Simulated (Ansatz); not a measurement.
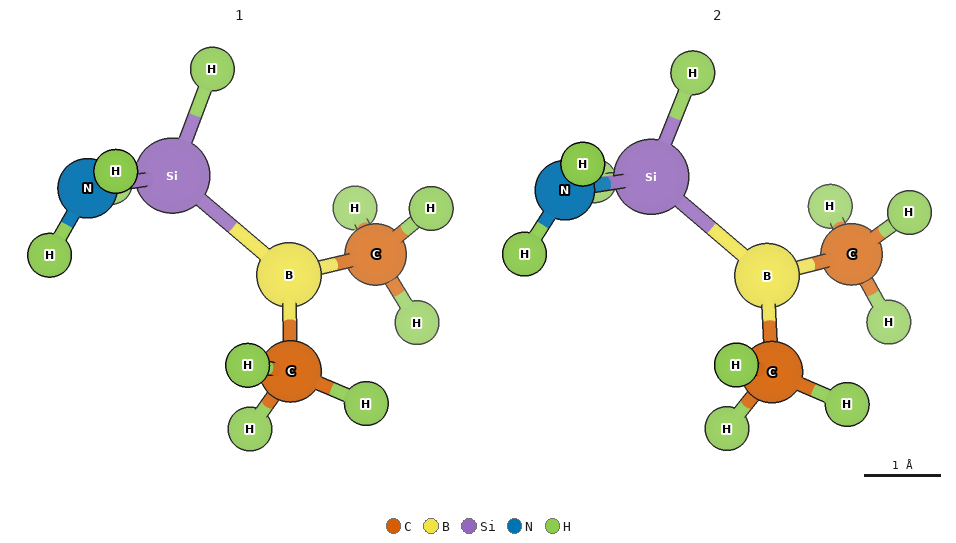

Two geometries of C$_{2}$H$_{10}$BNSi, drawn at one scale. One is the start of a relaxation, the other its converged end. The picture is a ball-and-stick view, seen from a free direction.

These are results of RKS PBE0-D4/def2-TZVP in Ansatz, not measurements. Settings: force threshold 0.005 eV/Å; at most 150 steps.

### Which of the two is the end point?

Structure 2 is the relaxed one. The start comes from PBE-D4/def2-SVP. The energy falls by 6.18 kJ/mol in 13 geometry steps. The largest force component goes from 0.64 to 0.0029 eV/Å. The largest move after the best rigid fit is that of an H atom, 0.18 Å. By element the largest moves are H 0.18 Å, N 0.05 Å, C 0.05 Å, Si 0.03 Å, B 0.02 Å. Some distances before and after: N–Si 1.768 → 1.734 Å, H–Si 1.514 → 1.495 Å, H–N 1.025 → 1.008 Å, C–H 1.120 → 1.103 Å. Bond angles that change, for instance: Si–N–H 116.4° → 119.7°, Si–N–H 116.0° → 118.9°. The run took of the order of 4 core-minutes on a shared host.
